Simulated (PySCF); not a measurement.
## C₄H₁₄Si₃: NMR shielding calculation

C₄H₁₄Si₃, SMILES [SiH3][SiH]([SiH3])C1CCC1, computed with GIAO PBE0/pcSseg-1 NMR shielding, non-relativistic, gas phase (PySCF 2.14.0).

The geometry comes from this level: PBE0-D3(BJ)/def2-SVP. It belongs to a series of runs on one base structure; here: H on Si replaced by cBu. Figures and captions count atoms from 1; the log counts them from 0 in places.

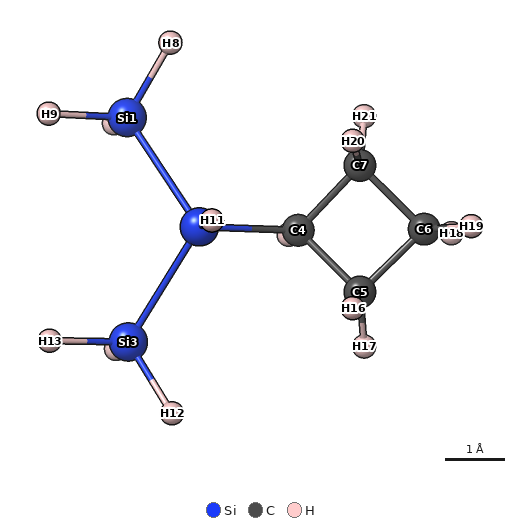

**Figure 1.** The input geometry (ball-and-stick view, seen on its broad side; atoms are numbered from 1 in the order of the input). Bond lengths as drawn: C–C 1.54 to 1.55 Å, C–H 1.10 Å, C–Si 1.89 Å, H–Si 1.50 Å and Si–Si 2.34 to 2.35 Å.

The input
```
{"job": {"kind": "nmr", "xc": "PBE0", "basis": "pcSseg-1"}, "charge": 0, "multiplicity": 1}
Si     2.429659     2.402946     0.005857
Si     1.243751     0.523867    -0.745819
Si     2.595295    -1.381235    -0.540289
C     -0.344965     0.304323     0.257093
C     -1.371077    -0.775478    -0.173830
C     -2.499667     0.207858     0.188305
C     -1.476239     1.357139     0.131749
H      1.600921     3.644368    -0.110313
H      3.688459     2.597605    -0.779049
H      2.795706     2.218342     1.446140
H      0.886394     0.719153    -2.191074
H      1.881074    -2.604666    -1.024527
H      3.863657    -1.231448    -1.319669
H      2.948400    -1.585872     0.900521
H     -0.077255     0.165236     1.318491
H     -1.332053    -0.970593    -1.257994
H     -1.336325    -1.743026     0.349321
H     -2.864154     0.042852     1.214010
H     -3.369113     0.261326    -0.484510
H     -1.470971     1.850721    -0.853821
H     -1.527626     2.138286     0.905202
```

The first line tells a small driver script what to run in PySCF; the rest is the geometry in Å.

Machine: 1 CPU thread, shared host.

Run as:
```bash
OMP_NUM_THREADS=1 python <driver script> task.json out
```

The program's output
```
coarse grid: 17896 points
cycle   1  E = -1028.6032668700  dE =  2.062e-01  |g| = 3.405e-01  |ddm| = 3.979e+00
cycle   2  E = -1028.5847198597  dE =  1.855e-02  |g| = 4.369e-01  |ddm| = 7.502e-01
cycle   3  E = -1028.6351156752  dE = -5.040e-02  |g| = 4.284e-02  |ddm| = 4.874e-01
cycle   4  E = -1028.6354987613  dE = -3.831e-04  |g| = 1.321e-02  |ddm| = 5.275e-02
cycle   5  E = -1028.6355313440  dE = -3.258e-05  |g| = 6.861e-03  |ddm| = 1.926e-02
cycle   6  E = -1028.6355429775  dE = -1.163e-05  |g| = 3.165e-04  |ddm| = 6.535e-03
cycle   7  E = -1028.6355430015  dE = -2.399e-08  |g| = 1.435e-04  |ddm| = 6.461e-04
final grid: 155824 points
cycle   8  E = -1028.6769161744  dE = -2.604e-05  |g| = 7.312e-03  |ddm| = 2.960e-02
cycle   9  E = -1028.6769044898  dE =  1.168e-05  |g| = 9.908e-03  |ddm| = 1.651e-02
cycle  10  E = -1028.6769299104  dE = -2.542e-05  |g| = 5.867e-04  |ddm| = 9.829e-03
cycle  11  E = -1028.6769299778  dE = -6.747e-08  |g| = 2.020e-04  |ddm| = 7.997e-04
cycle  12  E = -1028.6769299880  dE = -1.019e-08  |g| = 4.095e-05  |ddm| = 2.011e-04
cycle  13  E = -1028.6769299884  dE = -3.661e-10  |g| = 1.247e-05  |ddm| = 6.593e-05
```

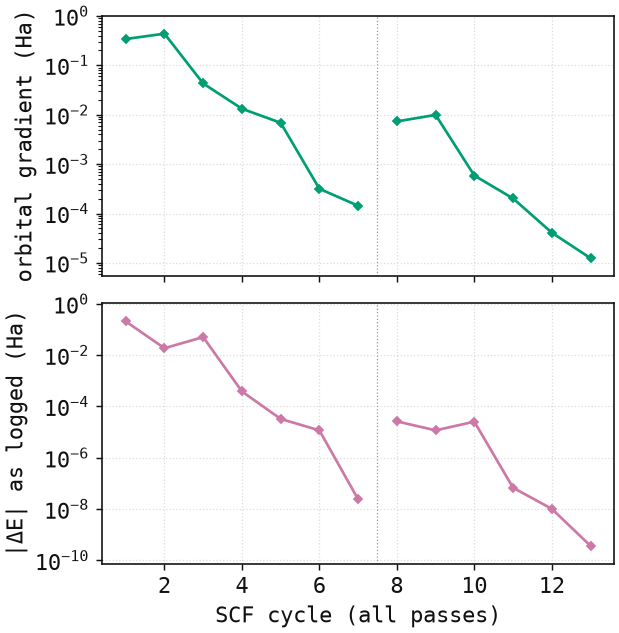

**Figure 2.** Convergence of the self-consistent field: orbital gradient and size of the energy change against the SCF cycle. The dotted line marks the change from a coarse to the final integration grid. The first 7 cycles use a coarse grid, the final grid takes over at cycle 8, and the field converges after 13 cycles in all.

```
converged SCF energy = -1028.6769299884

GIAO shielding tensors (ppm)
atom      isotropic    diamagn.    paramagn.     s11        s22        s33       span
  0 Si     459.776     880.109    -420.333    450.960    458.644    469.724     18.763
  1 Si     419.828     881.960    -462.132    370.914    404.039    484.531    113.617
  2 Si     459.821     880.429    -420.607    451.163    458.596    469.705     18.543
  3 C      163.955     251.903     -87.948    147.660    168.814    175.392     27.732
  4 C      153.941     248.048     -94.107    138.874    147.909    175.040     36.166
  5 C      158.654     252.831     -94.176    142.298    162.958    170.708     28.410
  6 C      153.952     250.129     -96.177    138.918    147.913    175.026     36.109
  7 H       27.617      28.802      -1.185     23.892     26.256     32.705      8.813
  8 H       27.826      28.430      -0.605     24.379     25.518     33.580      9.201
  9 H       27.839      29.055      -1.216     24.733     25.947     32.839      8.106
 10 H       27.552      30.398      -2.846     24.591     26.201     31.863      7.272
 11 H       27.617      29.285      -1.668     23.890     26.260     32.702      8.812
 12 H       27.827      28.775      -0.948     24.372     25.525     33.584      9.211
 13 H       27.841      29.429      -1.587     24.740     25.950     32.834      8.093
 14 H       29.486      34.201      -4.715     26.474     29.856     32.129      5.654
 15 H       29.306      31.951      -2.645     26.023     29.282     32.612      6.589
 16 H       29.263      31.429      -2.166     25.314     27.204     35.272      9.959
 17 H       29.032      30.741      -1.709     26.215     26.594     34.288      8.073
 18 H       29.331      29.580      -0.249     25.396     25.811     36.785     11.389
 19 H       29.303      31.772      -2.468     26.020     29.266     32.623      6.603
 20 H       29.261      31.062      -1.801     25.319     27.179     35.285      9.966
```

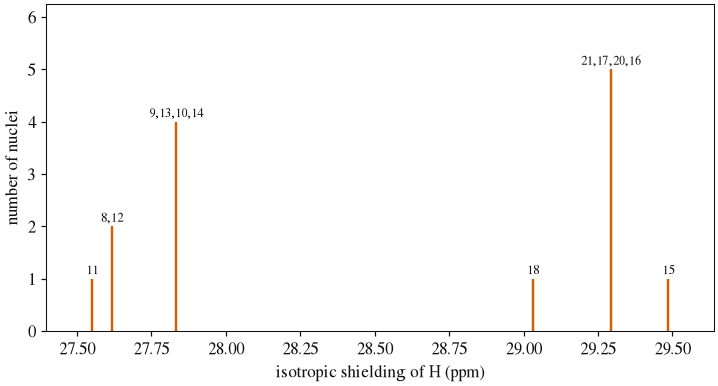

**Figure 3.** Isotropic shieldings of the hydrogen nuclei in this fixed geometry, labelled by atom number; shielding grows to the right, so chemical shift grows to the left. The least shielded is H11 (27.6 ppm), the most shielded H15 (29.5 ppm).

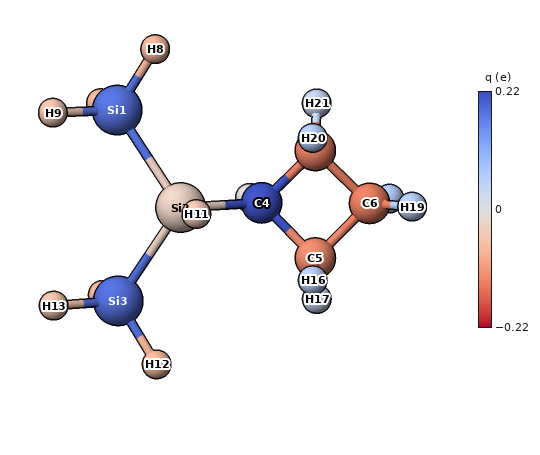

**Figure 4.** ESP-fitted charges, as the colour of each atom (ball-and-stick view, seen at a tilt; atoms are numbered from 1 in the order of the input). By element: Si −0.03 to +0.18, C −0.13 to +0.21 and H −0.07 to +0.06 e.

Summary

| quantity | value |
| --- | --- |
| outcome | converged |
| total energy | −1028.676930 hartree |
| HOMO | −7.75 eV |
| LUMO | −0.09 eV |
| dipole moment | 1.22 D |
| isotropic shielding, Si | 419.8 to 459.8 ppm |
| isotropic shielding, C | 153.9 to 164.0 ppm |
| isotropic shielding, H | 27.6 to 29.5 ppm |
| wall time | 77 s |
| peak memory | 1 GiB |
